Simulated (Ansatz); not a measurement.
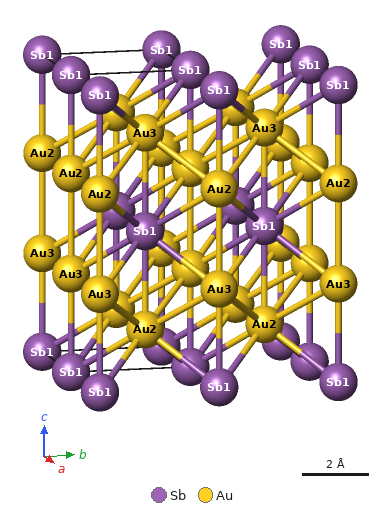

Solid SbAu2 (built on the marcasite_58 type) (coarse preliminary run), before the relaxation. A ball-and-stick model of the conventional cell (2 times the calculation's cell), repeated 2 × 2 × 1 with one cell outlined, seen slightly off an axis. Lengths and directions refer to the drawn axes.

Case: marcasite type (Pnnm, No. 58).

Computed with Ansatz, DFT PBE, scalar-relativistic, plane waves, PAW.

The input:
```yaml
crystal:
  lattice:
    - [-1.8150894098, 1.8630062938, 4.5716367831]
    - [1.8150894098, -1.8630062938, 4.5716367831]
    - [1.8150894098, 1.8630062938, -4.5716367831]
  atoms:
    - { symbol: Sb, position: [0.0, 0.0, 0.0] }
    - { symbol: Au, position: [0.6687582168, 0.6687582168, 0.0] }
    - { symbol: Au, position: [0.3312417832, 0.3312417832, 0.0] }
basis:
  ecutwfc: 420
kpoints:
  mp_grid: { grid: [6, 6, 6] }
hamiltonian:
  xc: pbe
scf:
  occupations: { method: gaussian, width: 0.1 }
  lower_state_search: "off"
output:
  forces: true
  stress: true
  eigenvalues: true
relax:
  adjacent_minimum: "off"
  f_tol: 0.04
  max_steps: 70
  cell: { stress_tol: 0.4 }
```

Command:
```bash
ansatz run input.yaml --threads 1 --pin off --max-ram 2560MiB --backend cpu --events-out ev --progress --plain --runs-dir out
```

What does the optimiser find from here?

Answer. The energy falls by 2.1 meV per atom in 3 accepted moves (4 points after the start). Largest force component: 0.075 eV/Å at the start, 0.0097 eV/Å at the end. Pressure: 0.29 GPa at the start and 0.01 GPa at the end. The SCF was repeated once at an unchanged geometry on a basis and grid sized afresh for the cell, which shifted the energy by less than 0.05 meV per atom at most. The largest moves relative to the cell, 0.008 Å, are those of Au2 and Au3. Au3 goes along −c. Sb stays in place. Cell: a 3.630 → 3.667 Å (+1.0 %), b 3.726 → 3.768 Å (+1.1 %), c 9.143 → 8.992 Å (−1.6 %). Volume +0.5 %. Near-neighbour distances that change, for instance: Sb1–Au2 3.029 → 2.971 Å, Au2–Au3 3.086 → 3.050 Å, Sb1–Au2 (another image) 3.024 → 3.040 Å, Au2–Au3 (another image) 2.995 → 3.000 Å. The space group stays Immm (No. 71). The run took 10 s on 1 thread of Intel(R) Xeon(R) 6975P-C (Granite Rapids), with other jobs on the host, peak memory 0.41 GiB.

Final geometry:

```
CELL_PARAMETERS angstrom
-1.83367 1.88416 4.49625
1.83367 -1.88416 4.49625
1.83367 1.88416 -4.49625
ATOMIC_POSITIONS crystal
Sb 0.00000 0.00000 0.00000
Au 0.66961 0.66961 0.00000
Au 0.33039 0.33039 0.00000
```

The end point in the same view:

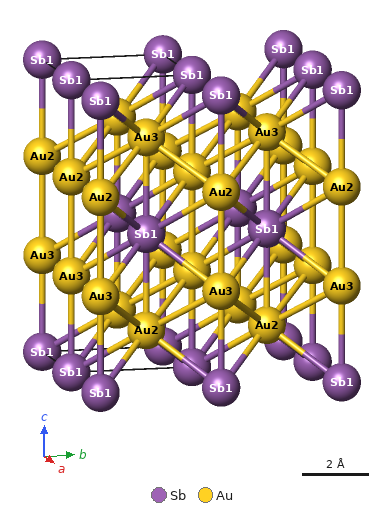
